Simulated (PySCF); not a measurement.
Molecule: H₅AlO₅Si, SMILES [OH][Al]([OH])[Si](O)(O)O. Atoms near the plane z = 1.5 Å, at the CAM-B3LYP/def2-SVP optimised geometry (x, y, z in Å): Si1 (-0.8, -0.8, 0.0), O2 (-1.2, -1.6, 1.4), O3 (-1.3, 0.8, 0.0), O4 (0.9, -0.8, 0.0), H8 (-2.1, -1.9, 1.5), H9 (-0.8, 1.4, 0.5), H10 (1.3, -1.4, 0.6).

Method: CAM-B3LYP/def2-TZVP in PySCF. Cells within 0.4 Å of a nucleus heavier than hydrogen are left out (blank, or x). The values are rescaled to run from 0 to 1.

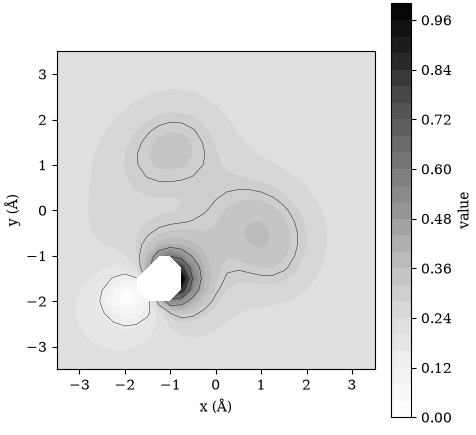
Figure: a field on the plane z = 1.5 Å.

**Question.** Which quantity is mapped?
A. Laplacian of the electron density
B. electron localisation function
C. an orbital amplitude
D. log10 of the electron density

**Answer.** C, an orbital amplitude. In full: HOMO amplitude (bohr^(-3/2)).
